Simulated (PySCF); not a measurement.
## Run report: BCl2, single-point calculation

The run: single-point calculation of BCl2, multiplicity 2. Method and program: UHF/cc-pvdz, cisd (PySCF 2.14.0).

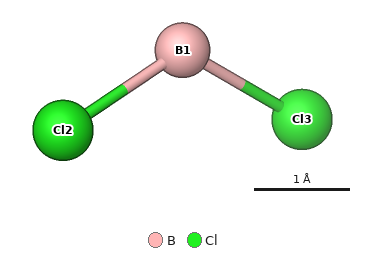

The input geometry (ball-and-stick view, seen at a tilt; atoms are numbered from 1 in the order of the input). Bond lengths as drawn: B–Cl 1.72 Å.

**Summary**

- outcome: converged
- SCF energy: −943.713909 hartree
- ⟨S²⟩: 0.755
- dipole moment: 0.07 D
- hardware: 1 CPU thread, shared host
- wall time: 14 s

**The input**
```python
from pyscf import gto, scf, ci

mol = gto.M(
    atom='B 0 0 -0.681; Cl 1.5287 0 0.1072; Cl -1.5287 0 0.1072',
    basis='cc-pvdz',
    charge=0,
    spin=1,
    symmetry=True,
    verbose=3,
)
mf = scf.UHF(mol)
mf.level_shift = 0.1
mf.kernel()
ci.CISD(mf).kernel()
mf.dip_moment()
print('orbital energies (hartree):', [e[max(0, n-3):n+3].round(4) for e, n in zip(mf.mo_energy, mol.nelec)])
```

Run as:
```bash
OMP_NUM_THREADS=1 python input.py
```

**Output**
```
converged SCF energy = -943.713909104384  <S^2> = 0.75471475  2S+1 = 2.0047092
E(UCISD) = -944.0452958357974  E_corr = -0.3313867314132707
Dipole moment(X, Y, Z, Debye):  0.00000, -0.00000, -0.07022
orbital energies (hartree): [array([-0.4802, -0.4771, -0.3626,  0.066 ,  0.2342,  0.2473]), array([-0.5189, -0.4826, -0.4683,  0.0825,  0.1047,  0.241 ])]
```
